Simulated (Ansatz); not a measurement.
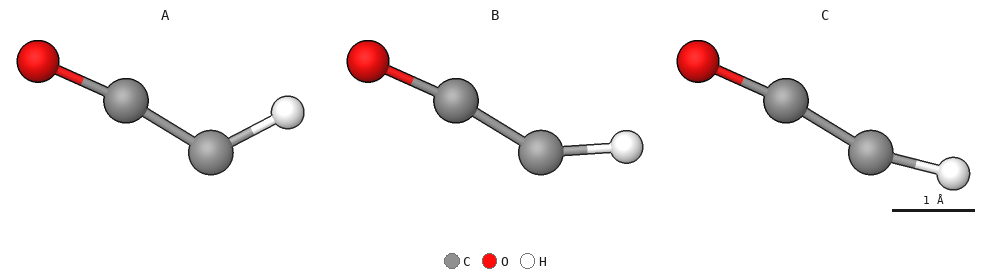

A scan of C2HO (charge −1) along one coordinate. Style: ball-and-stick. Shown onto the plane of the angle.

Single-point energies from Ansatz with r2SCAN-D4 in the def2-TZVPPD basis, on geometries moved rigidly from the minimum at PBE0-D4/def2-TZVPD. Energies are counted from the PBE0-D4/def2-TZVPD minimum geometry at the same level.

### Which coordinate changes from frame to frame?

The H–C–C angle is varied, with the rest of the molecule carried along rigidly. In the frames the angle is 121.3° (A), 145.3° (B), 163.3° (C). Their energies are 3.8 kJ/mol, 1.1 kJ/mol, 7.2 kJ/mol.
